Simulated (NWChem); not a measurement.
**SiNH4ClO (SMILES N[SiH](O)Cl): B3LYP-D3(BJ)/def2-SVP**

Wanted: a structure relaxation of SiNH4ClO. 

Program for the calculation: NWChem 7.3.0.

**1. The structure to begin with**

SiNH4ClO has 8 atoms, charge 0, and is taken as a singlet. SMILES: `N[SiH](O)Cl`. The coordinates come from a PBE0-D4/def2-TZVP relaxation. This is one conformer, not always the lowest. The run starts from this shape.

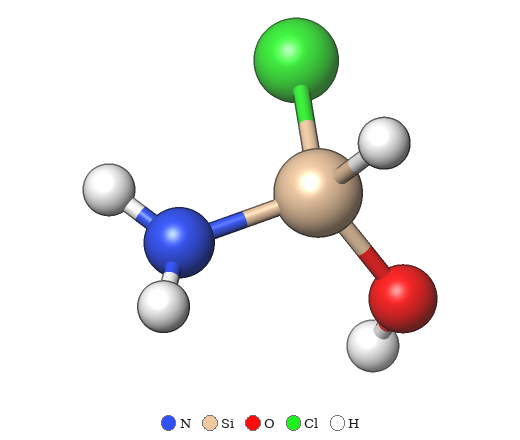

Viewed from a chosen angle; nitrogen blue, silicon light orange, oxygen red, chlorine green, hydrogen white.

**2. A structure relaxation at B3LYP-D3(BJ)/def2-SVP**

sp.nw reads:

```
start sp
title "ClH4NOSi"
memory stack 880 mb heap 220 mb global 1100 mb

geometry units angstrom
 N       -0.749800       0.885600      -0.289000
 Si       0.524400      -0.226200      -0.115300
 O        0.551300      -0.861300       1.386900
 Cl       0.173100      -1.641600      -1.566900
 H       -1.217200       0.998000      -1.172700
 H       -0.806900       1.712400       0.283000
 H        1.896700       0.277200      -0.308600
 H       -0.279500      -1.201200       1.726700
end

basis spherical bse
 * library def2-SVP
end

dft
 xc b3lyp
 disp vdw 4
 grid fine
 convergence energy 1e-07
 maxiter 100
 mulliken
 print low
end

driver
 maxiter 60
end

freq
 temp 2 298.15 573.15
end

task dft optimize
task dft frequencies
```

Command:

```bash
nwchem sp.nw > sp.out
```

The log of the run:

```text
[...]
 d= 0,ls=0.0,diis     1   -881.8312049780 -1.11D+03  1.37D-02  7.03D-01     2.0
[...]
         Total DFT energy =     -881.905221396274
[...]
@    0    -881.90522140  0.0D+00  0.01625  0.00493  0.00000  0.00000     18.6
[...]
         Total DFT energy =     -881.905994223441
[...]
@    1    -881.90600672 -7.9D-04  0.00435  0.00174  0.01737  0.03611     41.7
[...]
@   10    -881.90615399 -1.5D-06  0.00020  0.00006  0.00249  0.00615    147.7
[...]
         Total DFT energy =   -881.906154563592
[...]
@   11    -881.90615456 -5.7D-07  0.00010  0.00003  0.00166  0.00392    157.7
[...]
         Total DFT energy =     -881.906154900696
[...]
         Total DFT energy =   -881.906154900696
                         DFT ENERGY GRADIENTS
    atom               coordinates                        gradient
                 x          y          z           x          y          z
   1 N      -2.713954  -1.858006  -0.507676   -0.000046  -0.000037  -0.000044
   2 Si      0.086631  -0.793162   0.738370    0.000061   0.000014   0.000001
   3 O       2.505461  -2.352675  -0.486266   -0.000009   0.000011  -0.000010
   4 Cl      0.147643   3.039984  -0.158834    0.000003   0.000015   0.000000
   5 H      -4.185290  -0.655052  -0.759986   -0.000004   0.000009   0.000046
   6 H      -3.297017  -3.667940  -0.249610    0.000009  -0.000005  -0.000030
   7 H       0.471372  -1.020657   3.494412   -0.000007   0.000012   0.000010
   8 H       2.482591  -2.544357  -2.301381   -0.000007  -0.000020   0.000028
[...]
@   12    -881.90615490 -3.4D-07  0.00006  0.00002  0.00035  0.00088    166.3
[...]
      Optimization converged
[...]
@   12    -881.90615490 -3.4D-07  0.00006  0.00002  0.00035  0.00088    166.3
[...]
 d= 0,ls=0.0,diis     2   -881.9061550648  1.15D-08  2.64D-06  1.83D-07   169.6
         Total DFT energy =     -881.906155064810
      One electron energy =    -1667.787377130840
           Coulomb energy =      625.996030594986
    Exchange-Corr. energy =      -66.322240089706
 Nuclear repulsion energy =      226.218655340533
    Dispersion correction =       -0.011223779783
[...]
      Total Density - Mulliken Population Analysis
     ---------------------------------------------
    Atom       Charge   Shell Charges
 -----------   ------   -------------------------------------------------------
    1 N    7     7.37   1.99  0.97  0.42  2.49  1.49  0.01
    2 Si  14    13.28   2.00  1.98  0.99  0.01  5.93  1.19  0.72  0.46
    3 O    8     8.38   1.99  1.08  0.63  2.90  1.78  0.01
    4 Cl  17    17.29   2.00  1.98  1.26  0.70  5.93  2.17  3.24  0.02
    5 H    1     0.87   0.70  0.12  0.05
    6 H    1     0.87   0.71  0.12  0.05
    7 H    1     1.12   0.75  0.36  0.01
    8 H    1     0.81   0.67  0.07  0.07
[...]
 Zero-Point correction to Energy  =   31.865 kcal/mol  (  0.050781 au)
 Thermal correction to Energy     =   42.589 kcal/mol  (  0.067870 au)
 Thermal correction to Enthalpy   =   43.727 kcal/mol  (  0.069684 au)
 Total Entropy                    =   94.363 cal/mol-K
   - Translational                =   42.854 cal/mol-K (mol. weight =  96.9751)
   - Rotational                   =   28.151 cal/mol-K (symmetry #  =        1)
   - Vibrational                  =   23.358 cal/mol-K
 Cv (constant volume heat capacity) =   28.201 cal/mol-K
   - Translational                  =    2.979 cal/mol-K
   - Rotational                     =    2.979 cal/mol-K
   - Vibrational                    =   22.242 cal/mol-K
[...]
 Normal Eigenvalue ||           Projected Infra Red Intensities
  Mode   [cm**-1]  || [atomic units] [(debye/angs)**2] [(KM/mol)] [arbitrary]
 ------ ---------- || -------------- ----------------- ---------- -----------
    1       -0.000 ||    0.000156           0.004         0.152       0.024
    2       -0.000 ||    0.000077           0.002         0.075       0.012
    3       -0.000 ||    0.000741           0.017         0.723       0.112
    4       -0.000 ||    0.000770           0.018         0.750       0.116
    5       -0.000 ||    0.002438           0.056         2.377       0.369
    6        0.000 ||    0.000774           0.018         0.755       0.117
    7      176.535 ||    0.005486           0.127         5.348       0.830
    8      213.787 ||    0.002093           0.048         2.040       0.316
    9      257.217 ||    0.028530           0.658        27.812       4.314
   10      323.144 ||    0.027549           0.636        26.856       4.166
   11      335.340 ||    0.187088           4.316       182.383      28.289
   12      405.891 ||    0.122330           2.822       119.253      18.497
   13      527.143 ||    0.095162           2.195        92.769      14.389
   14      743.249 ||    0.003753           0.087         3.658       0.567
[...]
```

It took 5.9 min on 1 thread of Intel Xeon Platinum 8223CL at 3.00GHz (Skylake/Cascade Lake), shared host; peak memory 0.19 GiB.

The path in brief:

```csv
step,energy from the first frame kept (eV)
0,0.0000
1,-0.0214
2,-0.0246
3,-0.0251
4,-0.0252
5,-0.0252
6,-0.0252
7,-0.0252
8,-0.0253
9,-0.0253
10,-0.0254
11,-0.0254
12,-0.0254
```

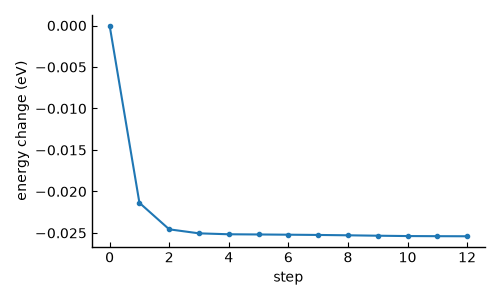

Energy along the run.

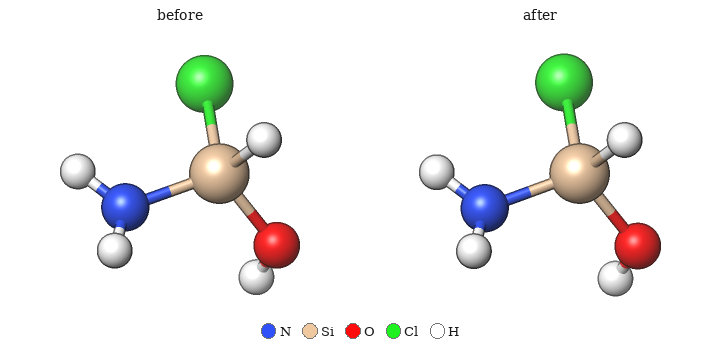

Before and after, at one scale.

After the run. Bond lengths: N1–Si2 1.717 Å, Si2–O3 1.655 Å, Si2–Cl4 2.083 Å, N1–H5 1.015 Å, N1–H6 1.015 Å, Si2–H7 1.477 Å, O3–H8 0.966 Å. Angles: N1–Si2–O3 110.7°, N1–Si2–Cl4 104.2°, O3–Si2–Cl4 112.6°, N1–Si2–H7 118.1°, O3–Si2–H7 103.8°, Cl4–Si2–H7 107.6°, Si2–N1–H5 120.5°, Si2–N1–H6 121.3°, Si2–O3–H8 115.6°, H5–N1–H6 112.1°.

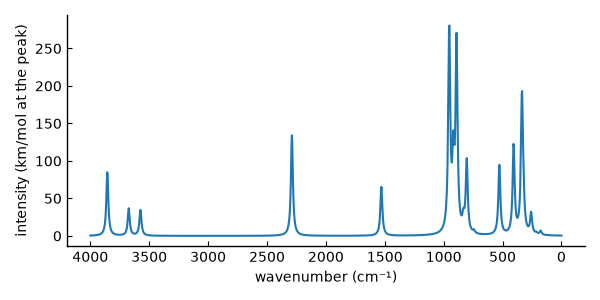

Harmonic infrared spectrum, unscaled, lines broadened by 10 cm⁻¹.

**3. Outcome**

At B3LYP-D3(BJ)/def2-SVP:

```
                                                 quantity             value
                                  total energy at the end     -881.90616 Eh
                                        dispersion energy     -29.47 kJ/mol
                               lowest harmonic wavenumber          177 cm⁻¹
                              highest harmonic wavenumber         3855 cm⁻¹
                                        zero-point energy      133.3 kJ/mol
ideal-gas entropy at 298.15 K (symmetry number 1 as used)  77.0 cal/(mol K)
```

**Reading.** At the final geometry: Bond lengths: N1–Si2 1.717 Å, Si2–O3 1.655 Å, Si2–Cl4 2.083 Å, N1–H5 1.015 Å, N1–H6 1.015 Å, Si2–H7 1.477 Å, O3–H8 0.966 Å. Angles: N1–Si2–O3 110.7°, N1–Si2–Cl4 104.2°, O3–Si2–Cl4 112.6°, N1–Si2–H7 118.1°, O3–Si2–H7 103.8°, Cl4–Si2–H7 107.6°, Si2–N1–H5 120.5°, Si2–N1–H6 121.3°, Si2–O3–H8 115.6°, H5–N1–H6 112.1°. All 18 modes are real, so the shape is a minimum at this level. The optimisation took 13 steps and changed the energy by -0.025 eV.
